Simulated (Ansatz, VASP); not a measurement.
# Cross-check of MoS2 between VASP and Ansatz, part 2 of 2

Wanted: the spread between two codes on one cell, functional and k mesh. Of the first pair: The structure shown is the end of the VASP relaxation below. Valence electrons are named where the data sets of a main pair hold unlike numbers.

VASP 6.6.1 and Ansatz 0.2.0.

So far: The structure; VASP: relaxation, PBE with D3(BJ); Ansatz: single point, PBE with D3(BJ); Differences.

## Step 5: VASP: band structure, PBE with D3(BJ)

Level of this step: PBE with D3(BJ), no spin polarisation; plane waves and PAW (S, Mo) (VASP).

The same path points are solved in both programs, so levels can be compared one by one.

INCAR reads:

```
SYSTEM = MoS2
PREC = Normal
ENCUT = 300
EDIFF = 1E-06
NELM = 120
ISMEAR = 0
SIGMA = 0.05
LREAL = .FALSE.
ALGO = Fast
GGA = PE
IVDW = 12
NBANDS = 22
LASPH = .TRUE.
LORBIT = 11
LWAVE = .FALSE.
LCHARG = .TRUE.
IDIPOL = 3
LDIPOL = .TRUE.
DIPOL = 0.5 0.5 0.5
LVHAR = .TRUE.
LVACPOTAV = .TRUE.
LELF = .TRUE.
NEDOS = 1500
```

POSCAR reads:

```
MoS2
1.0
    3.1690000000      0.0000000000      0.0000000000
   -1.5845000000      2.7444345050      0.0000000000
    0.0000000000      0.0000000000     18.1302960000
S Mo
2 1
Direct
    0.6666666670      0.3333333330      0.5862465663
    0.6666666670      0.3333333330      0.4137534337
    0.3333333330      0.6666666670      0.5000000000
```

KPOINTS reads:

```
Automatic mesh
0
Gamma
9 9 1
0 0 0
```

KPOINTS_OPT reads:

```
Line mode
14
Line-mode
Reciprocal
  0.00000000   0.00000000   0.00000000 GAMMA
  0.50000000   0.00000000   0.00000000 M

  0.50000000   0.00000000   0.00000000 M
  0.33333333   0.33333333   0.00000000 K

  0.33333333   0.33333333   0.00000000 K
  0.00000000   0.00000000   0.00000000 GAMMA
```

Potentials, in the order of the species: S and Mo (PBE family, release 64).

Run with:

```
$ mpirun -np 2 vasp_std
```

Numbers of over 12 decimals in the logs are rounded to 6 here.

Output:

```text
[banner, memory and clock lines left out]
running    2 mpi-ranks, on    1 nodes
[...]
LDA part: xc-table for (Slater+PW92), standard interpolation
 POSCAR, INCAR and KPOINTS ok, starting setup
[...]
entering main loop
       N       E                     dE             d eps       ncg     rms          rms(c)
DAV:   1     0.818323598463E+02    0.81832E+02   -0.47845E+03   528   0.404E+02
DAV:   2    -0.152087763725E+02   -0.97041E+02   -0.91511E+02   698   0.120E+02
DAV:   3    -0.231997914005E+02   -0.79910E+01   -0.78793E+01   662   0.375E+01
DAV:   4    -0.233514781364E+02   -0.15169E+00   -0.15158E+00   734   0.603E+00
[...]
RMM:  20    -0.217846718543E+02   -0.28936E-05   -0.18468E-07   593   0.185E-03    0.754E-04
RMM:  21    -0.217846732759E+02   -0.14216E-05   -0.32457E-08   518   0.889E-04    0.939E-04
RMM:  22    -0.217846737664E+02   -0.49051E-06   -0.97885E-09   471   0.706E-04
|                                                                             |
[...]
1 F= -.22735209E+02 E0= -.22735209E+02  d E =-.211207E-10
 Start KPOINTS_OPT (optional k-point list driver)
k-point batch [1-12\42]
       N       E                     dE             ncg
DAV:   1    -0.341979325472E+03   -0.26432E+04      536
DAV:   2    -0.142990644824E+04   -0.10879E+04      648
DAV:   3    -0.152278544238E+04   -0.92879E+02      660
DAV:   4    -0.152447792561E+04   -0.16925E+01      698
DAV:   5    -0.152451635794E+04   -0.38432E-01      684
DAV:   6    -0.152451802241E+04   -0.16645E-02      738
DAV:   7    -0.152451807385E+04   -0.51440E-04      680
DAV:   8    -0.152451807654E+04   -0.26948E-05      546
DAV:   9    -0.152451807664E+04   -0.95745E-07      474
[...]
k-point batch [37-42\42]
       N       E                     dE             ncg
DAV:   1     0.218295019665E+04   -0.55143E+03      272
DAV:   2     0.165345149201E+04   -0.52950E+03      306
DAV:   3     0.160534749411E+04   -0.48104E+02      330
DAV:   4     0.160447980033E+04   -0.86769E+00      326
DAV:   5     0.160445191874E+04   -0.27882E-01      344
DAV:   6     0.160445054041E+04   -0.13783E-02      376
DAV:   7     0.160445051211E+04   -0.28297E-04      344
DAV:   8     0.160445051041E+04   -0.17010E-05      276
DAV:   9     0.160445051036E+04   -0.47952E-07      240
```

OUTCAR, selected parts (step 5):

```text
 Edisp (eV)   -0.95054

  Total      -0.66523    -0.66523    -0.23363     0.00000    -0.00000     0.00000
  in kB      -6.75934    -6.75934    -2.37386     0.00000    -0.00000     0.00000
  external pressure =       -5.30 kB  Pullay stress =        0.00 kB

 POSITION                                       TOTAL-FORCE (eV/Angst)
 -----------------------------------------------------------------------------------
      1.58450      0.91481     10.62882         0.000000      0.000000     -0.008560
      1.58450      0.91481      7.50147         0.000000     -0.000000      0.008560
     -0.00000      1.82962      9.06515        -0.000000      0.000000      0.000000
 -----------------------------------------------------------------------------------
    total drift:                               -0.000005      0.000003      0.000000

  FREE ENERGIE OF THE ION-ELECTRON SYSTEM (eV)
  ---------------------------------------------------
  free  energy   TOTEN  =       -22.7352091480 eV

  energy  without entropy=      -22.7352091479  energy(sigma->0) =      -22.73520915

[... 1 part as in an earlier step ...]

[... 2 further parts left out ...]
[key lines of the parts left out:]
E-fermi :  -1.9587
```

## Step 6: Ansatz: band structure, PBE with D3(BJ)

The same cell, functional, mesh and smearing now go to Ansatz, which takes its cutoff from its data sets.

input.yaml reads:

```yaml
crystal:
  lattice:
    - [3.169, 0.0, 0.0]
    - [-1.5845, 2.744434505, 0.0]
    - [0.0, 0.0, 18.130296]
  atoms:
    - { symbol: S, position: [0.666666667, 0.333333333, 0.5862465663] }
    - { symbol: S, position: [0.666666667, 0.333333333, 0.4137534337] }
    - { symbol: Mo, position: [0.333333333, 0.666666667, 0.5] }
hamiltonian:
  xc: pbe
  pseudopotentials: { kind: paw }
  dispersion: d3bj
kpoints:
  mp_grid: { grid: [9, 9, 1] }
  band_path:
    path:
      - [0.0, 0.0, 0.0]
      - [0.03846, 0.0, 0.0]
      - [0.07692, 0.0, 0.0]
      - [0.15385, 0.0, 0.0]
      - [0.19231, 0.0, 0.0]
      - [0.26923, 0.0, 0.0]
      - [0.30769, 0.0, 0.0]
      - [0.34615, 0.0, 0.0]
      - [0.42308, 0.0, 0.0]
      - [0.46154, 0.0, 0.0]
      - [0.5, 0.0, 0.0]
      - [0.48718, 0.02564, 0.0]
      - [0.47436, 0.05128, 0.0]
      - [0.44872, 0.10256, 0.0]
      - [0.4359, 0.12821, 0.0]
      - [0.41026, 0.17949, 0.0]
      - [0.39744, 0.20513, 0.0]
      - [0.37179, 0.25641, 0.0]
      - [0.35897, 0.28205, 0.0]
      - [0.34615, 0.30769, 0.0]
      - [0.33333, 0.33333, 0.0]
      - [0.30769, 0.30769, 0.0]
      - [0.25641, 0.25641, 0.0]
      - [0.23077, 0.23077, 0.0]
      - [0.20513, 0.20513, 0.0]
      - [0.15385, 0.15385, 0.0]
      - [0.12821, 0.12821, 0.0]
      - [0.07692, 0.07692, 0.0]
      - [0.05128, 0.05128, 0.0]
      - [0.0, 0.0, 0.0]
    npoints: 1
scf:
  occupations: { method: gaussian, width: 0.05 }
  n_extra_bands: 7
efield:
  axis: 3
  dipole_correction: true
  ramp_width: 0.04
output:
  forces: true
  eigenvalues: true
```

Run with:

```
$ ansatz run input.yaml --threads 2 --pin off --max-ram 4608MiB --backend cpu --events-out ev --progress --plain --runs-dir out
```

Output:

```text
[...]
Crystal: 3 atoms, lattice volume = 157.681 Å³
Basis set: ecut = 420 eV, 3061 PW (Γ), exchange–correlation on 48×48×250 points (8 copies of the dense FFT grid, shifted against one another)
Bands: 20, of which v1, the nominal top of the filled ones, is band 13 counted from 1 (12 counted from 0)
Symmetry: 6 space group operations
[...]
k-point 1: bands = [... 9 lower, -2.8485, -2.2032, -1.5327, -0.5725, 2.1530, 2.1670, 2.4044, 2.6624, ... 3 higher]
  k-point 2: bands = [... 9 lower, -2.7729, -2.3501, -1.6692, -1.0281, 1.7342, 2.0245, 2.3477, 3.2459, ... 3 higher]
  k-point 11: bands = [... 9 lower, -3.9901, -3.3299, -2.6081, -0.4512, 1.2727, 2.6146, 3.1374, 4.4890, ... 3 higher]
[key lines of the parts left out:]
SCF converged after 10 iterations
Free energy (F): -6763.764051 eV
Fermi energy:    0.410757 eV
Dipole field:    D = 0.000177 V/Å  (p = 0.000154 e·Å, saw-weighted, corrected)
Work function:   Φ+ = 5.0787 eV   Φ− = 5.0820 eV
```

Elapsed: 8.2 s, on 2 threads of Arm Neoverse N1, shared host; peak memory 0.35 GiB; 16 s of CPU time.

## Step 7: Differences

What differs besides the data sets and the points named for the pairs above, as far as they apply: the data sets hold 26 valence electrons in Ansatz (on its default PAW (the set named soft_2) files) and 18 in VASP. Total energies have different zeros and are not compared.

Compared:

```
                     quantity  Ansatz   VASP  difference
gap over the path points (eV)   1.724  1.719      +0.005
```

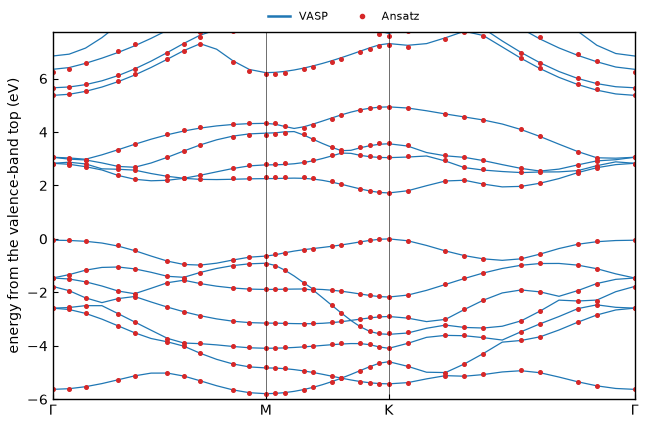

Bands from VASP (lines) and levels from Ansatz (dots). Dots without a line are higher empty bands that the VASP plot leaves out.

Levels at points of the path, from each program's valence-band top (eV; 4 filled, then empty):

```
k (reciprocal lattice)                                  Ansatz                                    VASP
     0.000 0.000 0.000  -1.79 -1.47 -1.47 -0.03 2.81 2.81 3.05  -1.78 -1.46 -1.46 -0.05 2.83 2.83 3.05
     0.038 0.000 0.000  -1.95 -1.51 -1.35 -0.03 2.77 2.85 2.98  -1.94 -1.50 -1.34 -0.06 2.79 2.87 2.98
     0.077 0.000 0.000  -2.22 -1.61 -1.18 -0.07 2.69 2.80 2.95  -2.21 -1.61 -1.17 -0.09 2.70 2.80 2.95
     0.154 0.000 0.000  -2.23 -1.96 -1.06 -0.25 2.37 2.60 2.71  -2.23 -1.95 -1.05 -0.27 2.37 2.60 2.71
     0.192 0.000 0.000  -2.16 -2.05 -1.12 -0.42 2.23 2.57 2.68  -2.16 -2.05 -1.12 -0.44 2.23 2.57 2.68
     0.269 0.000 0.000  -2.56 -1.65 -1.40 -0.82 2.20 2.35 3.05  -2.55 -1.64 -1.40 -0.83 2.19 2.34 3.05
     0.308 0.000 0.000  -2.73 -1.54 -1.45 -0.94 2.28 2.28 3.28  -2.73 -1.55 -1.44 -0.96 2.27 2.27 3.29
     0.346 0.000 0.000  -2.88 -1.66 -1.27 -0.97 2.25 2.40 3.50  -2.87 -1.67 -1.26 -0.98 2.23 2.38 3.52
     0.423 0.000 0.000  -3.08 -1.83 -1.02 -0.77 2.27 2.67 3.80  -3.08 -1.84 -1.00 -0.79 2.23 2.63 3.85
     0.462 0.000 0.000  -3.13 -1.87 -0.95 -0.67 2.29 2.77 3.87  -3.13 -1.88 -0.93 -0.68 2.25 2.73 3.93
```

At this near-relaxed geometry the largest component of a force difference is 15 meV/Å. Among the levels compared at these points, filled levels agree within 33 meV and empty ones within 58 meV. With vacuum in the cell, a pressure given here is an average over mostly empty space and none of the material.

## Step 8: Results

* difference in gap on the k mesh (single point, PBE with D3(BJ)): 0.0048 eV
* r.m.s. force difference (single point, PBE with D3(BJ)): 11 meV/Å
* largest difference of a filled level at the path points (band structure, PBE with D3(BJ)): 33 meV
* r.m.s. force difference (band structure, PBE with D3(BJ)): 7.0 meV/Å

The r.m.s. force difference is 11 meV/Å (single point, PBE with D3(BJ)), within the 12 meV/Å picked in this series as the mark of a large difference. The data sets hold unlike numbers of valence electrons (26 in Ansatz and 18 in VASP), so part of the differences comes from the potentials. Such differences can come from data sets, numerical settings and the points named under the comparisons, not from the functional's error against experiment.

[Lines on the potential files, build, host, timing and source positions are cut from VASP's logs without a mark.]

[Logs are printed without paths, hosts, clocks, repeated set-up lines and the standing remarks that a program may print on its own settings, such as how far it seeks lower states.]

[Hosts, paths, dates, database ids (printed as entryN), source tags and the programs' standing remarks are cut or masked in the printed files.]
